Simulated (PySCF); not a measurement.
**C₃H₅ClOSi: electronic excitations and core binding energies**

Wanted: the electronic excitations and core binding energies of C₃H₅ClOSi (`Cl[C@@H]1C=CO[SiH2]1`), by calculation.

The runs use PySCF 2.14.0, with density-fitted response routines of our own; the level of theory stands in each step. All values are computed, except where a source is named. Atoms count from 0, in the outputs and in this text.

## 1. The starting structure

11 atoms, charge 0, multiplicity 1; geometry from: GFN2-xTB.

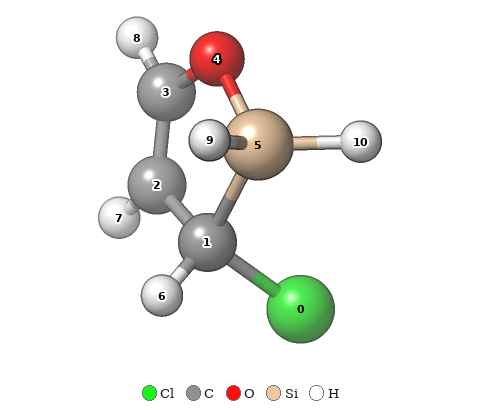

As it starts; chlorine green, carbon grey, oxygen red, silicon light orange, hydrogen white, atoms numbered; sticks join atoms by distance.

## 2. TDDFT and polarisability: B3LYP/def2-SVPD

What the job is given:

```
{"job": {"kind": "uv", "xc": "B3LYP", "basis": "def2-SVPD", "nstates": 8, "ntriplets": 3}, "charge": 0, "multiplicity": 1}
Cl     0.092776    -1.727211    -1.769183
C      0.050886    -1.023533    -0.106668
C     -1.203302    -0.234144     0.057993
C     -1.014515     1.066581     0.221691
O      0.263346     1.541619     0.262460
Si     1.389848     0.345116     0.112769
H      0.092677    -1.883053     0.560158
H     -2.172326    -0.695755    -0.000519
H     -1.771651     1.823842     0.344231
H      2.102375     0.217557     1.377311
H      2.175310     0.571650    -1.086207
```

Level: TDDFT B3LYP/def2-SVPD, vertical, gas phase, core orbitals frozen in the response.

The run is started by

```
$ OMP_NUM_THREADS=1 python probes_run.py task.json out
```

One launch serves the whole session: the jobs run in the order shown.

The log of the run:

```text
coarse grid: 10696 points
cycle   1  E = -941.7120874945  dE =  8.393e-01  |g| = 6.507e-01  |ddm| = 5.061e+00
cycle   2  E = -941.5725691989  dE =  1.395e-01  |g| = 1.079e+00  |ddm| = 2.044e+00
cycle   3  E = -941.7916086328  dE = -2.190e-01  |g| = 1.464e-01  |ddm| = 1.207e+00
cycle   4  E = -941.7957532872  dE = -4.145e-03  |g| = 6.729e-02  |ddm| = 3.024e-01
cycle   5  E = -941.7968464253  dE = -1.093e-03  |g| = 1.936e-02  |ddm| = 1.239e-01
cycle   6  E = -941.7969386727  dE = -9.225e-05  |g| = 4.469e-03  |ddm| = 3.787e-02
cycle   7  E = -941.7969433190  dE = -4.646e-06  |g| = 1.179e-03  |ddm| = 9.513e-03
final grid: 95368 points
cycle   8  E = -941.9203836881  dE = -2.473e-05  |g| = 3.344e-03  |ddm| = 9.682e-02
cycle   9  E = -941.9203814080  dE =  2.280e-06  |g| = 4.696e-03  |ddm| = 1.309e-02
cycle  10  E = -941.9203863511  dE = -4.943e-06  |g| = 8.044e-04  |ddm| = 7.454e-03
cycle  11  E = -941.9203865015  dE = -1.504e-07  |g| = 1.886e-04  |ddm| = 1.528e-03
cycle  12  E = -941.9203865097  dE = -8.218e-09  |g| = 6.903e-05  |ddm| = 4.266e-04
cycle  13  E = -941.9203865108  dE = -1.076e-09  |g| = 2.225e-05  |ddm| = 1.071e-04
cycle  14  E = -941.9203865109  dE = -1.182e-10  |g| = 5.068e-06  |ddm| = 4.324e-05
converged SCF energy = -941.9203865109

Static polarisability (au): isotropic 75.044, principal 61.837 75.568 87.726

Singlet excitations
state   eV       nm        f      main configurations
  1   5.3857    230.2   0.05938   H->L 0.80, H->L+1 0.14
  2   5.6777    218.4   0.03249   H->L+1 0.84, H->L 0.11
  3   5.9247    209.3   0.00807   H-1->L 0.96
  4   6.1567    201.4   0.05005   H->L+2 0.91
  5   6.4131    193.3   0.00148   H-2->L 0.96
  6   6.5545    189.2   0.02674   H-1->L+1 0.92
  7   6.7535    183.6   0.00702   H->L+3 0.80
  8   7.0057    177.0   0.00672   H-1->L+2 0.95

Triplet excitations (Tamm-Dancoff, eV): 4.0471 5.4440 5.4721
```

Run time: 23 s. Hardware: 1 thread of Arm Neoverse V1, shared host; peak memory 0.65 GiB.

The orbitals next to the gap, with their largest atomic shares:

```tsv
orbital	eV	atoms
HOMO−3	-9.82	Si5 22 %, O4 20 %, H10 16 %
HOMO−2	-8.28	Cl0 77 %, C1 12 %, C2 4 %
HOMO−1	-7.78	Cl0 58 %, C1 18 %, Si5 10 %
HOMO	-6.86	C2 33 %, O4 23 %, C3 22 %
LUMO	-0.73	Cl0 24 %, C3 22 %, C1 15 %
LUMO+1	-0.29	Si5 38 %, H9 12 %, H10 12 %
LUMO+2	0.16	Si5 28 %, H9 11 %, Cl0 10 %
```

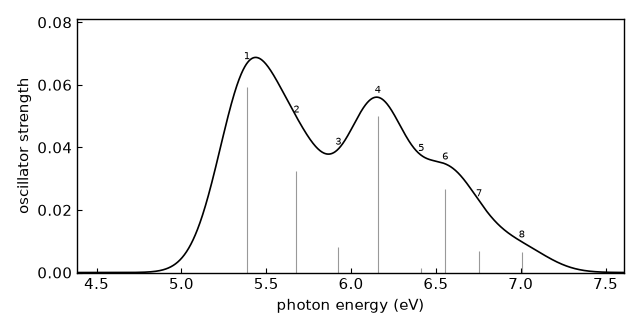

Absorption spectrum from the 8 singlet states computed; above the last one it falls off for lack of states. Lines are broadened to a width of 0.40 eV (Gaussian).

Further results of this job:

```tsv
property	computed
dipole moment (D)	1.70
polarisability (Å³)	11.12
HOMO–LUMO gap (eV)	6.13
−ε(HOMO) (eV)	6.86
```

## 3. Core-electron binding energies: SCAN, X2C

Same as in step 2 but for these lines:

```diff
@@ -1,2 +1,2 @@
-{"job": {"kind": "uv", "xc": "B3LYP", "basis": "def2-SVPD", "nstates": 8, "ntriplets": 3}, "charge": 0, "multiplicity": 1}
+{"job": {"kind": "xps"}, "charge": 0, "multiplicity": 1}
 Cl     0.092776    -1.727211    -1.769183
```

Level: delta-SCF UKS SCAN, pcX-2 on the ionised atom, pcseg-1 elsewhere, spin-free X2C.

The log of the run:

```text
ground state, core basis on atom 0 (Cl), 159 functions
  cycle   1  E = -944.16218070  |g| = 6.22e-01
  cycle   2  E = -944.02907071  |g| = 1.04e+00
  cycle   3  E = -944.23340152  |g| = 1.78e-01
  cycle   4  E = -944.23880479  |g| = 8.98e-02
  cycle   5  E = -944.24072119  |g| = 3.31e-02
  cycle   6  E = -944.24099037  |g| = 6.01e-03
  cycle   7  E = -944.24099890  |g| = 1.98e-03
  cycle   8  E = -944.24099843  |g| = 7.43e-04
  cycle   9  E = -944.24099728  |g| = 2.61e-04
  E(ground) = -944.27050546 Eh
hole in Cl 1s of atom 0
  cycle   1  E = -839.05283123  |g| = 5.47e+00
  cycle   2  E = -838.82779834  |g| = 2.40e+00
  cycle   3  E = -836.58958208  |g| = 2.22e+00
  cycle   4  E = -840.21020949  |g| = 3.94e-01
  cycle   5  E = -840.24269951  |g| = 3.54e-01
  cycle   6  E = -840.30076430  |g| = 1.13e-01
  cycle   7  E = -840.30488876  |g| = 4.50e-02
  cycle   8  E = -840.30572666  |g| = 1.30e-02
  cycle   9  E = -840.30577944  |g| = 8.43e-03
  cycle  10  E = -840.30581481  |g| = 2.32e-03
  cycle  11  E = -840.30581626  |g| = 6.92e-04
  cycle  12  E = -840.30581827  |g| = 2.52e-04
  E(ion) = -840.34248228 Eh   <S^2> = 0.7531   hole on atom = 1.000   binding energy = 2828.026 eV
hole in Cl 2p of atom 0
  cycle   1  E = -936.18784632  |g| = 1.71e+00
  cycle   2  E = -935.49277866  |g| = 1.62e+00
  cycle   3  E = -936.26700553  |g| = 8.40e-01
  cycle   4  E = -936.63263395  |g| = 2.42e-01
  cycle   5  E = -936.63990509  |g| = 2.07e-01
  cycle   6  E = -936.66076983  |g| = 4.39e-02
  cycle   7  E = -936.66168559  |g| = 1.24e-02
  cycle   8  E = -936.66173624  |g| = 6.82e-03
  cycle   9  E = -936.66175904  |g| = 1.51e-03
  cycle  10  E = -936.66175890  |g| = 4.99e-04
  E(ion) = -936.69862520 Eh   <S^2> = 0.7531   hole on atom = 1.001   binding energy = 206.041 eV
  2p3/2 = 205.441 eV   2p1/2 = 207.096 eV
ground state, core basis on atom 1 (C), 148 functions
  cycle   1  E = -944.05966285  |g| = 5.72e-02
  cycle   2  E = -944.05963407  |g| = 1.86e-02
  cycle   3  E = -944.05954930  |g| = 2.56e-02
  cycle   4  E = -944.05971829  |g| = 6.58e-03
  cycle   5  E = -944.05973258  |g| = 1.16e-03
  cycle   6  E = -944.05973350  |g| = 2.68e-04
  E(ground) = -944.10301579 Eh
hole in C 1s of atom 1
  cycle   1  E = -932.75535922  |g| = 1.52e+00
  cycle   2  E = -931.02758436  |g| = 2.37e+00
  cycle   3  E = -933.15013496  |g| = 6.17e-01
  cycle   4  E = -933.21102383  |g| = 5.18e-01
  cycle   5  E = -933.33185410  |g| = 1.32e-01
  cycle   6  E = -933.33815145  |g| = 5.21e-02
  cycle   7  E = -933.33953685  |g| = 1.40e-02
  cycle   8  E = -933.33966774  |g| = 5.87e-03
  cycle   9  E = -933.33970103  |g| = 3.09e-03
  cycle  10  E = -933.33971529  |g| = 2.42e-03
  cycle  11  E = -933.33972133  |g| = 9.50e-04
  cycle  12  E = -933.33972272  |g| = 5.27e-04
  cycle  13  E = -933.33972400  |g| = 2.72e-04
  E(ion) = -933.37946107 Eh   <S^2> = 0.7809   hole on atom = 1.000   binding energy = 291.803 eV
ground state, core basis on atom 2 (C), 148 functions
  cycle   1  E = -944.05889847  |g| = 5.80e-02
  cycle   2  E = -944.05871441  |g| = 3.18e-02
  cycle   3  E = -944.05851704  |g| = 4.15e-02
  cycle   4  E = -944.05895778  |g| = 8.67e-03
  cycle   5  E = -944.05897807  |g| = 6.92e-04
  cycle   6  E = -944.05897950  |g| = 1.82e-04
  E(ground) = -944.10319897 Eh
hole in C 1s of atom 2
  cycle   1  E = -932.80826115  |g| = 1.52e+00
  cycle   2  E = -931.64993486  |g| = 2.12e+00
  cycle   3  E = -933.22100435  |g| = 6.25e-01
  cycle   4  E = -933.30227802  |g| = 4.65e-01
  cycle   5  E = -933.38586321  |g| = 8.75e-02
  cycle   6  E = -933.38857111  |g| = 3.46e-02
  cycle   7  E = -933.38919217  |g| = 1.21e-02
  cycle   8  E = -933.38927730  |g| = 4.28e-03
  cycle   9  E = -933.38929460  |g| = 1.88e-03
  cycle  10  E = -933.38930014  |g| = 1.23e-03
  cycle  11  E = -933.38930185  |g| = 5.24e-04
  cycle  12  E = -933.38930097  |g| = 2.50e-04
  E(ion) = -933.43202331 Eh   <S^2> = 0.7826   hole on atom = 1.000   binding energy = 290.377 eV
ground state, core basis on atom 3 (C), 148 functions
  cycle   1  E = -944.06023643  |g| = 6.06e-02
  cycle   2  E = -944.05975320  |g| = 4.94e-02
  cycle   3  E = -944.05981767  |g| = 4.71e-02
  cycle   4  E = -944.06038027  |g| = 9.08e-03
  cycle   5  E = -944.06039892  |g| = 1.14e-03
  cycle   6  E = -944.06040132  |g| = 4.08e-04
  E(ground) = -944.10453579 Eh
hole in C 1s of atom 3
  cycle   1  E = -932.74455975  |g| = 1.51e+00
  cycle   2  E = -927.40715347  |g| = 3.16e+00
  cycle   3  E = -932.39735608  |g| = 1.24e+00
  cycle   4  E = -933.16908341  |g| = 6.01e-01
  cycle   5  E = -933.19976103  |g| = 4.78e-01
  cycle   6  E = -933.31317572  |g| = 1.32e-01
  cycle   7  E = -933.32095052  |g| = 5.39e-02
  cycle   8  E = -933.32255471  |g| = 9.42e-03
  cycle   9  E = -933.32269408  |g| = 6.45e-03
  cycle  10  E = -933.32280568  |g| = 4.41e-03
  cycle  11  E = -933.32286828  |g| = 2.29e-03
  cycle  12  E = -933.32287541  |g| = 7.71e-04
  cycle  13  E = -933.32287634  |g| = 2.58e-04
  E(ion) = -933.36485595 Eh   <S^2> = 0.8244   hole on atom = 1.000   binding energy = 292.242 eV
ground state, core basis on atom 4 (O), 148 functions
  cycle   1  E = -944.08955715  |g| = 1.04e-01
  cycle   2  E = -944.08732587  |g| = 1.14e-01
  cycle   3  E = -944.08900568  |g| = 6.95e-02
  cycle   4  E = -944.09003608  |g| = 1.43e-02
  cycle   5  E = -944.09008771  |g| = 2.04e-03
  cycle   6  E = -944.09008968  |g| = 3.97e-04
  E(ground) = -944.13129391 Eh
hole in O 1s of atom 4
  cycle   1  E = -923.46335287  |g| = 2.23e+00
  cycle   2  E = -922.37283688  |g| = 2.49e+00
  cycle   3  E = -923.99125448  |g| = 7.27e-01
  cycle   4  E = -924.09823107  |g| = 5.94e-01
  cycle   5  E = -924.28823978  |g| = 1.06e-01
  cycle   6  E = -924.29195692  |g| = 5.93e-02
  cycle   7  E = -924.29389388  |g| = 1.44e-02
  cycle   8  E = -924.29398699  |g| = 5.52e-03
  cycle   9  E = -924.29400591  |g| = 1.60e-03
  cycle  10  E = -924.29400925  |g| = 9.47e-04
  cycle  11  E = -924.29401114  |g| = 6.59e-04
  cycle  12  E = -924.29401386  |g| = 4.39e-04
  E(ion) = -924.33502308 Eh   <S^2> = 0.7630   hole on atom = 1.000   binding energy = 538.684 eV
ground state, core basis on atom 5 (Si), 159 functions
  cycle   1  E = -944.15659448  |g| = 3.00e-01
  cycle   2  E = -944.15276028  |g| = 1.71e-01
  cycle   3  E = -944.14945743  |g| = 2.05e-01
  cycle   4  E = -944.15771760  |g| = 3.75e-02
  cycle   5  E = -944.15807653  |g| = 8.94e-03
  cycle   6  E = -944.15809427  |g| = 1.21e-03
  cycle   7  E = -944.15809478  |g| = 3.65e-04
  E(ground) = -944.16080983 Eh
hole in Si 1s of atom 5
  cycle   1  E = -875.19945456  |g| = 4.35e+00
  cycle   2  E = -873.97027173  |g| = 2.50e+00
  cycle   3  E = -874.09113080  |g| = 1.76e+00
  cycle   4  E = -876.10545358  |g| = 5.86e-01
  cycle   5  E = -876.11892996  |g| = 5.65e-01
  cycle   6  E = -876.24691314  |g| = 1.19e-01
  cycle   7  E = -876.25294730  |g| = 5.58e-02
  cycle   8  E = -876.25460104  |g| = 1.59e-02
  cycle   9  E = -876.25472179  |g| = 5.03e-03
  cycle  10  E = -876.25473538  |g| = 1.36e-03
  cycle  11  E = -876.25473495  |g| = 6.93e-04
  cycle  12  E = -876.25473415  |g| = 2.10e-04
  E(ion) = -876.26390099 Eh   <S^2> = 0.7524   hole on atom = 1.000   binding energy = 1847.569 eV
hole in Si 2p of atom 5
  cycle   1  E = -939.85782797  |g| = 1.24e+00
  cycle   2  E = -938.59772721  |g| = 1.60e+00
  cycle   3  E = -939.91959591  |g| = 6.19e-01
  cycle   4  E = -940.15885701  |g| = 2.00e-01
  cycle   5  E = -940.15530267  |g| = 2.26e-01
  cycle   6  E = -940.17787902  |g| = 4.08e-02
  cycle   7  E = -940.17869433  |g| = 1.56e-02
  cycle   8  E = -940.17880757  |g| = 5.61e-03
  cycle   9  E = -940.17882202  |g| = 1.68e-03
  cycle  10  E = -940.17882357  |g| = 4.58e-04
  E(ion) = -940.19092270 Eh   <S^2> = 0.7520   hole on atom = 1.002   binding energy = 108.026 eV
  2p3/2 = 107.766 eV   2p1/2 = 108.392 eV
```

Run time: 70 s. Hardware: 1 thread of Arm Neoverse V1, shared host; peak memory 0.53 GiB.

Binding energies by hole, beside the orbital energy of the ground state; the difference holds orbital relaxation and, for a density functional, its self-interaction error:

```tsv
hole	stands for	environment	ΔSCF (eV; 2p as the shell's mean)	−ε (eV)	⟨S²⟩
Cl1s on Cl0	Cl0	chlorine bonded to C	2828.03	2763.3	0.753
Cl2p on Cl0	Cl0	chlorine bonded to C	205.99	193.1	0.753
C1s on C1	C1	allylic sp3 CH bonded to Cl and Si	291.80	275.3	0.781
C1s on C2	C2	β carbon of an enol-ether or enamine type C=C	290.38	273.8	0.783
C1s on C3	C3	alkene carbon bearing oxygen	292.24	275.6	0.824
O1s on O4	O4	oxygen bonded to C, Si, in a 5-membered ring	538.68	517.3	0.763
Si1s on Si5	Si5	silicon bonded to C, O, 2 H, in a 5-membered ring	1847.57	1794.3	0.752
Si2p on Si5	Si5	silicon bonded to C, O, 2 H, in a 5-membered ring	107.97	97.1	0.752
```

With the spin-orbit splitting: Cl0 2p3/2 205.44, 2p1/2 207.10 eV; Si5 2p3/2 107.77, 2p1/2 108.39 eV. The table gives each 2p level as the mean over the whole 2p shell (two parts 2p3/2, one part 2p1/2), which differs a little from the single hole in the log.

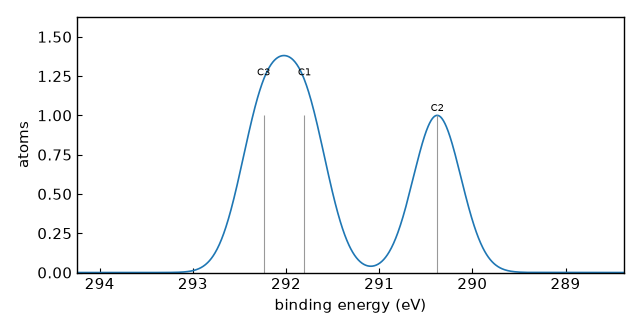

The C1s photoelectron lines, weighted by the number of atoms. Lines are broadened to a width of 0.60 eV (Gaussian).

## 4. Results

```
                         quantity                               value
 lowest singlet (B3LYP/def2-SVPD)         5.39 eV (230 nm), f = 0.059
                   lowest triplet                             4.05 eV
 C1s binding energies, SCAN/pcX-2  C3 292.24, C1 291.80, C2 290.38 eV
Cl1s binding energies, SCAN/pcX-2                      Cl0 2828.03 eV
Cl2p binding energies, SCAN/pcX-2                       Cl0 205.99 eV
 O1s binding energies, SCAN/pcX-2                        O4 538.68 eV
Si1s binding energies, SCAN/pcX-2                      Si5 1847.57 eV
Si2p binding energies, SCAN/pcX-2                       Si5 107.97 eV
```

In words: The lowest singlet, at 5.39 eV, is HOMO→LUMO 0.80, HOMO→LUMO+1 0.14 and is bright. The lowest triplet lies 1.34 eV below the lowest singlet (triplets in Tamm-Dancoff, singlets in full TDDFT). The C1s levels kept as sound span 1.86 eV, from C2 (β carbon of an enol-ether or enamine type C=C) up to C3 (alkene carbon bearing oxygen).
